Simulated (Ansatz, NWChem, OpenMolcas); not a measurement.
# SOF2 (thionyl fluoride): methods side by side

The species is SOF2 (4 atoms), meant as a singlet with charge 0. As SMILES, `O=S(F)F`. Geometry: relaxed at PBE0-D4/def2-TZVP.

Each level gives the atomisation enthalpy at 298 K (kJ/mol). The values are calculated. The thermal term (zero-point and 298 K enthalpy, harmonic and unscaled) is that of PBE0-D4/def2-TZVP; the spin-orbit lowering of the free atoms at 298 K, 4.9 kJ/mol by their spectra, is taken off.

**What was measured.** NIST-JANAF tables; in doubt: it may be an older value or an estimate gives the atomisation enthalpy at 298 K of the gas as 1229 kJ/mol.

```tsv
level	kind	program	value (kJ/mol)	computed − measured
HF/aug-cc-pVDZ	Hartree–Fock	OpenMolcas	456	-773
revPBE/aug-cc-pVDZ	GGA	OpenMolcas	1145	-84
TPSS/aug-cc-pVDZ	meta-GGA	NWChem	1146	-83
B3LYP/aug-cc-pVDZ	global hybrid	OpenMolcas	1093	-136
BHLYP/aug-cc-pVDZ	global hybrid	OpenMolcas	948	-281
HSE06/aug-cc-pVDZ	range-separated hybrid	Ansatz	1117	-112
B2PLYP/aug-cc-pVDZ	double hybrid	NWChem	1087	-142
PBE-QIDH/aug-cc-pVDZ	double hybrid	Ansatz	1072	-157
RPA@PBE/aug-cc-pVDZ	RPA	Ansatz	907	-322
MP2/aug-cc-pVDZ	perturbation theory	NWChem	1125	-104
```

Nearest: TPSS/aug-cc-pVDZ (-83 kJ/mol); farthest: HF/aug-cc-pVDZ (-773 kJ/mol). Computed less measured by kind, in kJ/mol (aug-cc-pVDZ rows): Hartree–Fock -773; GGA -84; meta-GGA -83; global hybrid -281 to -136; range-separated hybrid -112; double hybrid -157 to -142; RPA -322; perturbation theory -104. In a finite basis correlated wave-function methods underbind, so their errors here aren't those of the basis-set limit.

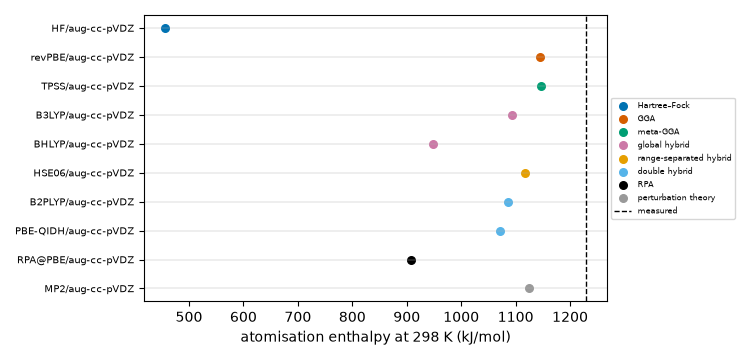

The values of the table, level by level.
